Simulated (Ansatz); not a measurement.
Starting cell, GaN (zinc blende):

```yaml
crystal:
  lattice:
    - [0.00000, 4.49791, 4.49791]
    - [2.24896, 2.24896, 4.49791]
    - [2.24896, 2.24896, 0.00000]
  atoms:
    - { symbol: N, position: [0.00000, 0.75000, 0.75000] }
    - { symbol: N, position: [0.50000, 0.75000, 0.75000] }
    - { symbol: Ga, position: [0.00000, 0.00000, 0.00000] }
    - { symbol: Ga, position: [0.50000, 0.00000, 0.00000] }
```

A phonon eigenvector at X = (0.5, 0.5, 0.0) is frozen into this cell: atom i moves by Q times the vector below, so Q is the largest atomic displacement, in Å. The cell is held. It is one choice among 2 degenerate patterns. (q is in reciprocal vectors of the primitive cell; the cell shown is doubled to hold the pattern.)

```json
[
 {"atom": "N1", "x": "0.580", "y": "0.000", "z": "0.000"},
 {"atom": "N2", "x": "-0.580", "y": "0.000", "z": "0.000"},
 {"atom": "Ga3", "x": "0.000", "y": "1.000", "z": "0.000"},
 {"atom": "Ga4", "x": "0.000", "y": "-1.000", "z": "0.000"}
]
```

Level of theory: r2SCAN (plane waves to 500 eV, PAW, scalar-relativistic; Ansatz, an electronic-structure program). k mesh 13×13×13 (Γ-centred), Fermi-Dirac smearing 0.05 eV. E stands for the smeared free energy. GaN was relaxed with its symmetry unable to fall. ΔE is measured from the undisplaced structure.

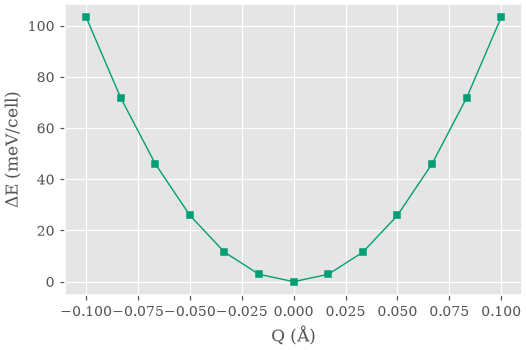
Figure. ΔE (meV/cell) against Q (Å); computed points joined by lines.

**Question.** What is the energy change at Q = 0.100 Å?

**Answer.** About 100 meV/cell.

**Question.** What harmonic wavenumber does the curvature at Q = 0 give?

**Answer.** About 190 cm⁻¹.

(A displaced cell: forces are minus the slopes of the energy, force constants its curvatures, and phonons follow from these.)
